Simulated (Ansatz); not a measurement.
# AgF (model cell, started as CsCl type): phonons and vibrational spectra, part 2 of 2

The cell of AgF (model cell, started as CsCl type) is at rest. What are its phonons? After the zone centre comes a 4×4×4 q mesh on a 12×12×12 k mesh.

Ansatz 0.2.0; DFT LDA, scalar-relativistic, plane waves, PAW.

So far. Step 2 (Modes at Γ): Before it was imposed, the acoustic sum rule was missed by 1.3e-4 eV/Å². Small misses are needed for a sound result but don't prove that mesh and cutoff are converged. The lowest optical mode is real, 169 cm⁻¹.

The structure was built from a prototype and need not be the compound's stable phase.

**3. The dispersion (continued)**

The partial phonon density of states has structure finer than the step of the table below, so its rows give means over 20 cm⁻¹, whole bins alone (the curve runs from -26.2 to 304 cm⁻¹). Peaks (cm⁻¹: height): Ag 46.5: 0.0320, 56.8: 0.0311, 81.7: 0.0344, 94.2: 0.0297, 110.8: 0.0296; F 123.3: 0.0287, 168.9: 0.0117, 193.8: 0.0170, 208.4: 0.0211, 229.1: 0.0233.

Phonopy on the run's constants, 19x19x19 mesh, Gaussian sigma 2.4 cm-1. Interpolated from a 4×4×4 q mesh. Partial phonon density of states against wavenumber; means over each step; values in 1/cm⁻¹/cell:

```
wavenumber (cm⁻¹)       Ag        F
                0  0.00161   3.2e-4
               20  0.00709  0.00128
               40   0.0250  0.00233
               60   0.0275  0.00254
               80   0.0293  0.00339
              100   0.0267  0.00720
              120   0.0156   0.0229
              140  0.00331   0.0175
              160  0.00325  0.00999
              180  0.00197  0.00961
              200  0.00270   0.0157
              220  0.00206   0.0167
              240  0.00172   0.0209
              260   8.5e-4   0.0147
              280   8.4e-5  0.00463
```

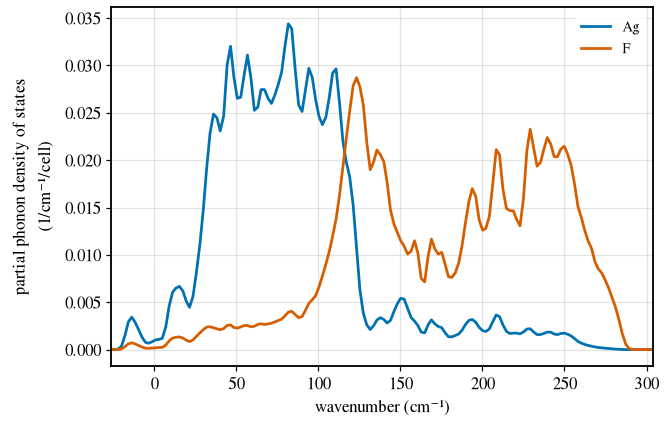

Partial phonon density of states, plotted against wavenumber.

Second derivatives of the energy by pair, one row for each kind of neighbour of each atom listed. Each entry sums the pair over the periodic images of the supercell that the q mesh stands for, and in a polar crystal it holds the long-range dipole part too. Force constants by pair, by row:

```
atom  neighbour  distance (Å)  third of the trace (eV/Å²)  along the pair's line (eV/Å²)
 Ag1     itself             0                       3.689                              –
 Ag1          F         2.513                     -0.2821                        -0.9982
 Ag1         Ag         2.902                     -0.1806                         -1.296
 Ag1         Ag         4.104                     -0.0266                        -0.1958
 Ag1          F         4.812                      0.0147                         0.0777
 Ag1         Ag         5.026                     -0.0372                         -0.112
 Ag1         Ag         5.804                     -0.0064                        -0.0776
 Ag1          F         6.324                      0.0049                         0.0171
 Ag1         Ag         6.489                     -0.0028                        -0.0256
  F2     itself             0                       2.486                              –
  F2         Ag         2.513                     -0.2821                        -0.9982
  F2          F         2.902                     -0.0283                        -0.7106
  F2          F         4.104                     -0.0695                        -0.2511
  F2         Ag         4.812                      0.0147                         0.0777
  F2          F         5.026                      0.0413                         0.0991
  F2          F         5.804                     -0.0171                        -0.0729
  F2         Ag         6.324                      0.0049                         0.0171
  F2          F         6.489                     -0.0045                        -0.0182
```

Symmetry leaves 10 wavevectors to solve. The lowest mode among them, the acoustic zeros apart, lies at q = (0, 0, 0.25) and is imaginary, 13.7i cm⁻¹, so the energy falls along it.

**4. Another isotope**

An isotope changes the mass and not the force constants, so no new electronic calculation is needed; the shifts show which modes move this element.

The same force constants with the mass of Ag changed from 107.868 to 108.905 u (phonopy, no LO-TO term). Both lists are sorted by frequency; levels can cross, so a row need not hold one and the same mode. Modes under 3 cm⁻¹ are left out. Isotope shifts, by row:

```
          q  rank  natural mass (cm⁻¹)  changed mass (cm⁻¹)
      0 0 0     4                169.2                  169
      0 0 0     5                169.2                  169
      0 0 0     6                169.2                  169
   0 0 0.25     1               -13.71               -13.66
   0 0 0.25     2               -13.71               -13.66
   0 0 0.25     3                107.3                106.9
   0 0 0.25     4                138.6                138.4
   0 0 0.25     5                138.6                138.4
   0 0 0.25     6                248.2                248.1
   0 0 -0.5     1                51.16                50.91
   0 0 -0.5     2                51.16                50.91
   0 0 -0.5     3                92.61                92.61
   0 0 -0.5     4                92.61                92.61
   0 0 -0.5     5                150.6                149.9
   0 0 -0.5     6                285.6                285.6
0 0.25 0.25     1                22.06                21.97
0 0.25 0.25     2                59.83                59.58
0 0.25 0.25     3                113.9                113.4
0 0.25 0.25     4                127.8                127.8
0 0.25 0.25     5                217.4                217.3
0 0.25 0.25     6                225.9                225.9
```

A mode of this element alone would shift by -0.48 %. The highest zone-centre frequency without the field goes from 169.2 to 169.0 cm⁻¹ (-0.1 %). The product of the frequency ratios over all optical modes at Γ is 0.998; the product rule, (m/m′)^(3k/2) (M′/M)^(3/2) with k = 1 such atoms and M the mass of the cell, gives 0.998.

**5. Results**

```
space group (within 0.01 Å)                             : Pm-3m
volume per atom                                         : 12.2 Å³
electronic character                                    : no gap on this mesh
highest optical mode at the zone centre (no LO-TO term) : 169 cm⁻¹
lowest optical zone-centre mode                         : 169 cm⁻¹
lowest mode on the q mesh (acoustic modes at Γ apart)   : -13.7 cm⁻¹
highest frequency on the path or at a solved wavevector : 286 cm⁻¹
imaginary modes on the 4×4×4 q mesh                     : yes
```

What this shows: Modes are clearly imaginary (beyond 10i cm⁻¹) at 1 of the 10 irreducible wavevectors, most at q = (0, 0, 0.25) (13.7i cm⁻¹), so this structure is not a minimum of the energy. The optical modes at Γ form one degenerate level at 169 cm⁻¹. The highest mode in this list at Γ, 169.2 cm⁻¹, is mostly motion of F (85 % of the kinetic energy). With no gap, or one that is small against the smearing, the frequencies hang on the k mesh and the smearing, most of all near Kohn anomalies. The starting cell was built on a prototype and not taken from a measurement, so the phase need not exist. These are harmonic frequencies at zero temperature: anharmonic shifts, linewidths and thermal expansion are left out.

[Logs are printed without paths, hosts, clocks, repeated set-up lines and the standing remarks that a program may print on its own settings, such as how far it seeks lower states.]

[Hosts, paths, dates, database ids (printed as entryN), source tags and the programs' standing remarks are cut or masked in the printed files.]
